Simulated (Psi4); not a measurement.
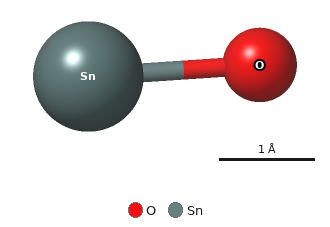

*The structure as given in the input (ball-and-stick view, seen at a tilt). Sticks mark near contacts.*

Bond lengths as drawn: O–Sn 1.82 Å.

SnO: single-point calculation (part 1 of 2)

System: SnO (tin(ii) oxide), multiplicity 3, SMILES [O]=[Sn].
Method: CCSD/def2-TZVPP, UHF, core potentials def2 (Psi4 1.11).

The geometry is that of the parent species in another charge or spin state. The geometry comes from this level: PBE0-D4/def2-TZVP.

The input (calc.in):
```
memory 1600 MB

molecule {
  0 3
  O      0.00000000     0.00000000    -0.01337926
  Sn     0.00000000     0.00000000     3.42165150
  units au
  symmetry c1
}

set basis def2-TZVPP
set reference uhf
set puream true
set scf_type pk
set num_frozen_docc 5
set maxiter 100

E, wfn = energy('ccsd', return_wfn=True)
```

Run as:
```bash
psi4 -n 1 calc.in calc.out
```

The program's output:
```
Psi4 1.11 release

   => Loading Basis Set <=

    Name: DEF2-TZVPP
    Role: ORBITAL
    Keyword: BASIS

    !!!  WARNING: ECP capability is in beta. Please check occupations closely.  !!!

         ---------------------------------------------------------
                                   SCF
                              UHF Reference
                        1 Threads,   1525 MiB Core
         ---------------------------------------------------------

  ==> Geometry <==

    Molecular point group: c1
    Full point group: C_inf_v

    Geometry (in Bohr), charge = 0, multiplicity = 3:

       Center              X                  Y                   Z               Mass
    ------------   -----------------  -----------------  -----------------  -----------------
         O            0.000000000000     0.000000000000    -3.030732087312    15.994914619570
         SN           0.000000000000     0.000000000000     0.404298672688   119.902201630000

  Running in c1 symmetry.

  Rotational constants: A = ************  B =      0.36152  C =      0.36152 [cm^-1]
  Rotational constants: A = ************  B =  10838.14184  C =  10838.14184 [MHz]
  Nuclear repulsion =   51.236804645091453

  Charge       = 0
  Multiplicity = 3
  Electrons    = 30
  Nalpha       = 16
  Nbeta        = 14

  ==> Algorithm <==

  SCF Algorithm Type is PK.
  DIIS enabled.
  MOM disabled.
  Fractional occupation disabled.
  Guess Type is SAD.
  Energy threshold   = 1.00e-08
  Density threshold  = 1.00e-08
  Integral threshold = 1.00e-12

  ==> Primary Basis <==

  Basis Set: DEF2-TZVPP
    Blend: DEF2-TZVPP
    Number of shells: 27
    Number of basis functions: 81
    Number of Cartesian functions: 95
    Spherical Harmonics?: true
    Max angular momentum: 3

  Core potential: DEF2-TZVPP
    Number of shells: 4
    Number of ECP primitives: 18
    Number of ECP core electrons: 28
    Max angular momentum: 3

  ==> Integral Setup <==

  Using in-core PK algorithm.
   Calculation information:
      Number of atoms:                   2
      Number of AO shells:              27
      Number of primitives:             49
      Number of atomic orbitals:        95
      Number of basis functions:        81

      Integral cutoff                 1.00e-12
      Number of threads:                 1

  Performing in-core PK
  Using 11032362 doubles for integral storage.
  We computed 69279 shell quartets total.
  Whereas there are 71631 unique shell quartets.

  ==> DiskJK: Disk-Based J/K Matrices <==

    J tasked:                  Yes
    K tasked:                  Yes
    wK tasked:                  No
    Memory [MiB]:             1144
    Schwarz Cutoff:          1E-12

  Minimum eigenvalue in the overlap matrix is 3.6631861997E-03.
  Reciprocal condition number of the overlap matrix is 8.6247584685E-04.
    Using symmetric orthogonalization.

  ==> Pre-Iterations <==

  SCF Guess: Superposition of Atomic Densities via on-the-fly atomic UHF (no occupation information).

 WARNING: Atomic UHF is not converging! Try casting from a smaller basis or call Rob at CCMST.
   -------------------------
    Irrep   Nso     Nmo
   -------------------------
     A         81      81
   -------------------------
    Total      81      81
   -------------------------

  ==> Iterations <==

                        Total Energy        Delta E     RMS |[F,P]|

   @UHF iter SAD:  -286.25320960571486   -2.86253e+02   0.00000e+00
   @UHF iter   1:  -287.80593567721360   -1.55273e+00   9.88391e-03 ADIIS/DIIS
   @UHF iter   2:  -287.29438228009582    5.11553e-01   1.67662e-02 ADIIS/DIIS
   @UHF iter   3:  -288.11247662295102   -8.18094e-01   1.37314e-03 ADIIS/DIIS
   @UHF iter   4:  -288.12503225667774   -1.25556e-02   9.30529e-04 ADIIS/DIIS
   @UHF iter   5:  -288.13331167858843   -8.27942e-03   6.95039e-04 ADIIS/DIIS
   @UHF iter   6:  -288.14266944555743   -9.35777e-03   5.44104e-04 ADIIS/DIIS
   @UHF iter   7:  -288.15375941605669   -1.10900e-02   3.35113e-04 ADIIS/DIIS
   @UHF iter   8:  -288.15697945154727   -3.22004e-03   2.36010e-04 ADIIS/DIIS
   @UHF iter   9:  -288.15819743947736   -1.21799e-03   6.81717e-05 DIIS
   @UHF iter  10:  -288.15821557708352   -1.81376e-05   5.83060e-05 DIIS
   @UHF iter  11:  -288.15826274007566   -4.71630e-05   3.83705e-05 DIIS
   @UHF iter  12:  -288.15827530644651   -1.25664e-05   1.24391e-05 DIIS
   @UHF iter  13:  -288.15827769714633   -2.39070e-06   4.43141e-06 DIIS
   @UHF iter  14:  -288.15827813197404   -4.34828e-07   2.56090e-06 DIIS
   @UHF iter  15:  -288.15827822816902   -9.61950e-08   1.09083e-06 DIIS
   @UHF iter  16:  -288.15827824670106   -1.85320e-08   6.57208e-07 DIIS
   @UHF iter  17:  -288.15827825421968   -7.51862e-09   6.58052e-07 DIIS
   @UHF iter  18:  -288.15827824904943    5.17025e-09   6.44442e-07 DIIS
   @UHF iter  19:  -288.15827819237848    5.66710e-08   4.66872e-07 DIIS
   @UHF iter  20:  -288.15827815642569    3.59528e-08   2.01875e-07 DIIS
   @UHF iter  21:  -288.15827815266192    3.76377e-09   5.34934e-08 DIIS
   @UHF iter  22:  -288.15827815269540   -3.34808e-11   3.35639e-08 DIIS
   @UHF iter  23:  -288.15827815272098   -2.55795e-11   3.20017e-08 DIIS
   @UHF iter  24:  -288.15827815273144   -1.04592e-11   3.22906e-08 DIIS
   @UHF iter  25:  -288.15827815268369    4.77485e-11   3.02721e-08 DIIS
   @UHF iter  26:  -288.15827815258075    1.02943e-10   2.49727e-08 DIIS
   @UHF iter  27:  -288.15827815245848    1.22270e-10   1.23951e-08 DIIS
   @UHF iter  28:  -288.15827815243762    2.08615e-11   3.56647e-09 DIIS
  Energy and wave function converged.

  ==> Post-Iterations <==

   @Spin Contamination Metric:   3.810374632E-02
   @S^2 Expected:                2.000000000E+00
   @S^2 Observed:                2.038103746E+00
   @S   Expected:                1.000000000E+00
   @S   Observed:                1.000000000E+00

    Orbital Energies [Eh]
    ---------------------

    Alpha Occupied:

       1A    -20.582833     2A     -5.882272     3A     -4.071074
       4A     -4.070670     5A     -4.067116     6A     -1.409293
       7A     -1.339544     8A     -1.333294     9A     -1.333200
      10A     -1.332083    11A     -1.255133    12A     -0.687531
      13A     -0.546979    14A     -0.524811    15A     -0.477969
      16A     -0.251080

    Alpha Virtual:

      17A      0.000295    18A      0.077686    19A      0.167809
      20A      0.181786    21A      0.217641    22A      0.270982
      23A      0.271022    24A      0.292977    25A      0.330595
      26A      0.342570    27A      0.399052    28A      0.617255
      29A      0.698539    30A      0.698639    31A      0.872418
      32A      0.873353    33A      0.882214    34A      0.895982
      35A      0.896119    36A      0.902941    37A      0.902945
      38A      0.964889    39A      1.000376    40A      1.005203
      41A      1.135303    42A      1.306099    43A      1.308089
      44A      1.325948    45A      1.325993    46A      1.548483
      47A      1.811112    48A      1.811130    49A      2.146838
      50A      2.149612    51A      2.254674    52A      2.550252
      53A      2.550323    54A      2.570464    55A      2.570971
      56A      2.606944    57A      2.621307    58A      2.657847
      59A      3.041529    60A      3.044892    61A      3.179737
      62A      3.515272    63A      3.948280    64A      5.558895
      65A      5.558921    66A      5.581103    67A      5.584466
      68A      5.592354    69A      5.592383    70A      5.666231
      71A      6.758955    72A      6.758959    73A      6.914997
      74A      6.916012    75A      7.263108    76A     36.747176
      77A     37.355877    78A     37.357862    79A     37.695826
      80A     44.857869    81A    114.006958

    Beta Occupied:

       1A    -20.543960     2A     -5.878193     3A     -4.072288
       4A     -4.064799     5A     -4.057171     6A     -1.360839
       7A     -1.338629     8A     -1.329260     9A     -1.328093
      10A     -1.325711    11A     -1.134598    12A     -0.469282
      13A     -0.467131    14A     -0.453538

    Beta Virtual:

      15A      0.005379    16A      0.016819    17A      0.051181
      18A      0.111047    19A      0.185428    20A      0.211736
      21A      0.248339    22A      0.309794    23A      0.310194
      24A      0.349280    25A      0.354436    26A      0.379865
      27A      0.436682    28A      0.685844    29A      0.713769
      30A      0.719248    31A      0.876988    32A      0.907927
      33A      0.912926    34A      0.916652    35A      0.928181
      36A      0.931726    37A      0.931935    38A      0.985072
      39A      1.021911    40A      1.048601    41A      1.166989
      42A      1.321513    43A      1.345461    44A      1.348949
      45A      1.349543    46A      1.607248    47A      1.824563
      48A      1.824634    49A      2.206649    50A      2.215955
      51A      2.314416    52A      2.554956    53A      2.555115
      54A      2.574780    55A      2.575058    56A      2.609861
      57A      2.628578    58A      2.700265    59A      3.073341
      60A      3.079008    61A      3.258067    62A      3.537247
      63A      3.998630    64A      5.599789    65A      5.599844
      66A      5.604704    67A      5.604713    68A      5.638334
      69A      5.643579    70A      5.733677    71A      6.791944
      72A      6.791948    73A      7.001406    74A      7.007405
      75A      7.363108    76A     36.748436    77A     37.355290
      78A     37.362109    79A     37.698104    80A     44.880708
      81A    114.007119

    Final Occupation by Irrep:
              A
    DOCC [    14 ]
    SOCC [     2 ]
    NA   [    16 ]
    NB   [    14 ]

  @UHF Final Energy:  -288.15827815243762

   => Energetics <=

    Nuclear Repulsion Energy =             51.2368046450914534
    One-Electron Energy =                -581.8017901631724271
    Two-Electron Energy =                 242.4067073656433990
    Total Energy =                       -288.1582781524376173

  UHF NO Occupations:
  HONO-2 :   14  A 1.9875972
  HONO-1 :   15  A 1.0000000
  HONO-0 :   16  A 1.0000000
  LUNO+0 :   17  A 0.0124028
  LUNO+1 :   18  A 0.0028017
  LUNO+2 :   19  A 0.0022347
  LUNO+3 :   20  A 0.0013870

Computation Completed

Properties will be evaluated at   0.000000,   0.000000,   0.000000 [a0]

Properties computed using the SCF density matrix

 Multipole Moments:

 ------------------------------------------------------------------------------------
     Multipole            Electronic (a.u.)      Nuclear  (a.u.)        Total (a.u.)
 ------------------------------------------------------------------------------------

 L = 1.  Multiply by 2.5417464519 to convert [e a0] to [Debye]
 Dipole X            :          0.0000002            0.0000000            0.0000002
 Dipole Y            :          0.0000001            0.0000000            0.0000001
 Dipole Z            :         16.3221967          -15.3512859            0.9709108
 Magnitude           :                                                    0.9709108

 ------------------------------------------------------------------------------------

	total time  =          4 seconds =       0.07 minutes
 MINTS: Wrapper to libmints.

   Calculation information:
      Number of threads:                 1
      Number of atoms:                   2
      Number of AO shells:              27
      Number of SO shells:              27
      Number of primitives:             49
      Number of atomic orbitals:        95
      Number of basis functions:        81

      Number of irreps:                  1
      Integral cutoff                 1.00e-12
      Number of functions per irrep: [  81 ]

 OEINTS: Overlap, kinetic, potential, dipole, and quadrupole integrals
         stored in file 35.
```
